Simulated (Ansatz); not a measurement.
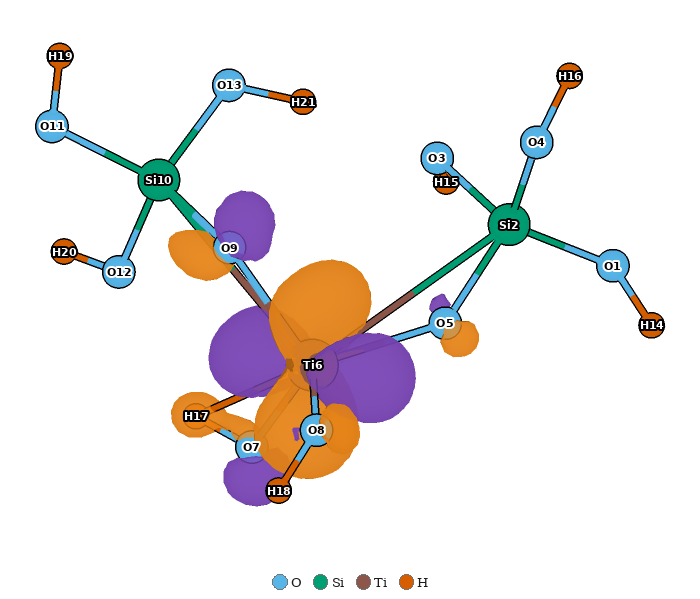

*H8O10Si2Ti. The LUMO at ±0.15 Å⁻³ᐟ² (orange and purple are the two phases), seen at a tilt.*

Geometry: PBE0-D4/def2-TZVP.

Computed with RKS PBE0-D4/def2-TZVPP (Ansatz).

```xyz
21

O    -3.4587   -1.0605    1.1409
Si   -2.3334   -0.2284    0.2998
O    -1.5630    0.6799    1.4461
O    -2.9381    0.7987   -0.8053
O    -1.3355   -1.2207   -0.4829
Ti    0.3715   -1.3516   -1.1192
O     1.3802   -2.2945    0.0086
O     0.4031   -2.0362   -2.7794
O     1.0911    0.2944   -1.0225
Si    1.8414    1.2200    0.0881
O     2.9846    2.1958   -0.5335
O     2.6160    0.1172    1.0372
O     0.7787    2.1465    0.8857
H    -3.8012   -1.8606    0.7404
H    -1.5678    0.3049    2.3295
H    -3.4958    1.5096   -0.4870
H     2.0158   -1.8178    0.5642
H     1.0017   -2.6503   -3.2058
H     2.6939    3.0651   -0.8128
H     3.2678    0.4585    1.6510
H    -0.0770    1.7406    1.1038
```

Question: Where does this orbital lie, and at what energy?

Answer: It lies mainly on Ti6 (about 75 %) and O9 (about 5 %). Its energy is −1.49 eV.
